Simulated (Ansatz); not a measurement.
Input file:

```
crystal:
  periodic: [false, false, false]
  atoms:
    - {symbol: Al, position_ang: [-0.010840, -0.902362, -0.085783]}
    - {symbol: H, position_ang: [1.517879, -0.557851, 0.204110]}
    - {symbol: H, position_ang: [-0.485876, -1.128906, -1.585273]}
    - {symbol: H, position_ang: [-0.940684, -1.379789, 1.111256]}
    - {symbol: H, position_ang: [0.632436, 2.177482, 0.309257]}
    - {symbol: Br, position_ang: [-0.712914, 1.791427, 0.046432]}
basis:
  gaussian: {orbitals: def2-TZVPP}
hamiltonian: {xc: pbe0, dispersion: d4}
output: {orbitals: {seedname: orbitals}}
```

Command:

```sh
ansatz run in.yaml --threads 2 --pin off --events-out ev --progress --plain --max-ram 4352MiB
```

The reactant side of a reaction path; geometry: PBE0-D4/def2-TZVP.

Method: RKS PBE0-D4/def2-TZVPP (Ansatz 0.2.0).

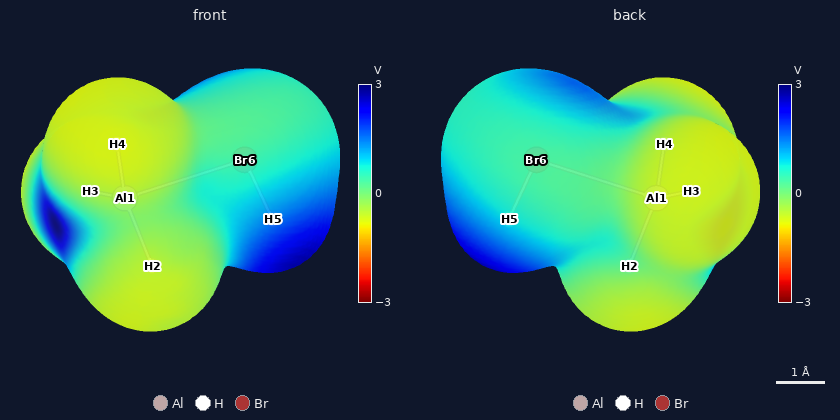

AlBrH₄. The electrostatic potential painted on the density surface at 0.002 e/bohr³, seen from the front and from behind; red is negative and blue positive.

### Which sites attract a positive test charge, and which a negative one?

A positive charge is drawn to the negative regions and a negative charge to the positive ones. The most negative region (about −0.8 V) lies over H3 and H4, the most positive (about +2.7 V) over Al1 and H5.
